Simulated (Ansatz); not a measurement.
**H$_{7}$InO$_{4}$Si (SMILES O[Si](O)(O)[OH+][InH3-]): density, localisation and related maps**

Input

```
crystal:
  periodic: [false, false, false]
  atoms:
    - {symbol: In, position_ang: [-2.177845, -1.433329, 0.025787]}
    - {symbol: O, position_ang: [1.976976, 0.347000, 1.614878]}
    - {symbol: O, position_ang: [2.397944, -1.443190, -0.287859]}
    - {symbol: O, position_ang: [0.532032, 0.641631, -0.596592]}
    - {symbol: O, position_ang: [0.058065, -1.522778, 0.836487]}
    - {symbol: Si, position_ang: [1.272383, -0.445564, 0.365249]}
    - {symbol: H, position_ang: [1.556030, 1.168498, 1.886498]}
    - {symbol: H, position_ang: [3.300981, -1.114478, -0.323353]}
    - {symbol: H, position_ang: [-0.233628, 0.315787, -1.105575]}
    - {symbol: H, position_ang: [0.364832, -2.411259, 1.056082]}
    - {symbol: H, position_ang: [-2.376424, -3.154576, -0.031476]}
    - {symbol: H, position_ang: [-1.668893, -0.631099, -1.462091]}
    - {symbol: H, position_ang: [-2.878716, -0.434585, 1.253081]}
basis:
  gaussian: {orbitals: def2-SVPD}
hamiltonian: {xc: pbe0}
output: {forces: true, orbitals: {seedname: orbitals}}
```

Command:

```sh
ansatz run input.yaml --threads 2 --pin off --max-ram 6090MiB --events-out events.jsonl --progress --plain --runs-dir runs
```

Geometry: PBE0-D4/def2-SVP; core potentials replace the inner electrons of In.

Level of theory: isolated molecule in a Gaussian basis; Kohn-Sham density functional theory, functional PBE0 in Ansatz.

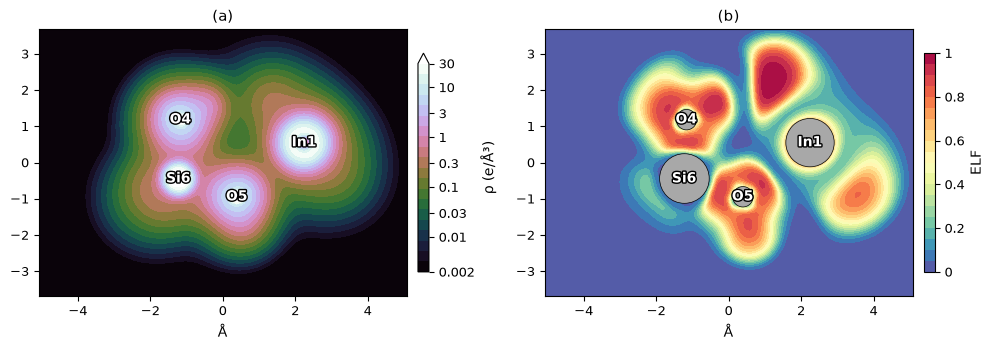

Figure 1. (a) electron density; (b) electron localisation function on the plane of atoms In1, O5 and Si6. Grey discs cover the atomic cores in the ELF map.

**Describe what can be read from this map.**

The section cuts through In, O and Si sites.
Si–O (1.63 Å): ρ is about 1.2 e/Å³ halfway; the ELF peaks at about 0.85 between the atoms, as expected for a polar covalent bond.
In–O (2.38 Å): ρ is about 0.28 e/Å³ halfway; the ELF peaks at about 0.90 in the valence shell of O, 0.6 Å from its nucleus, and drops to about 0.10 between the two atoms.
Si–O (1.69 Å): ρ is about 1 e/Å³ halfway; the ELF peaks at about 0.90 between the atoms (a polar covalent bond).
The ELF also peaks beside O4, away from the bonds: lone-pair regions.

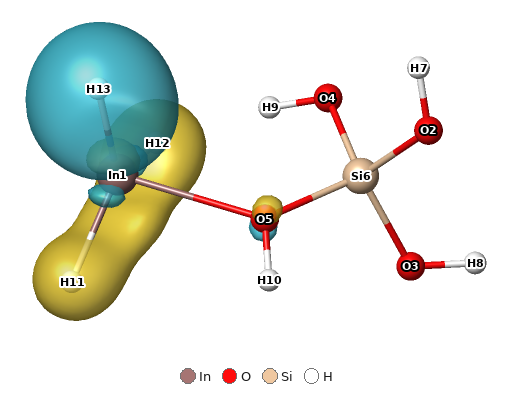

Figure 2. The HOMO at ±0.15 Å⁻³ᐟ² (yellow and cyan are the two phases), seen at a tilt.

**Where does this orbital lie, and at what energy?**

By Hirshfeld shares it lies mainly on H13 (about 40 %), In1 (about 40 %), H12 (about 10 %) and H11 (about 10 %). Its energy is −7.80 eV.
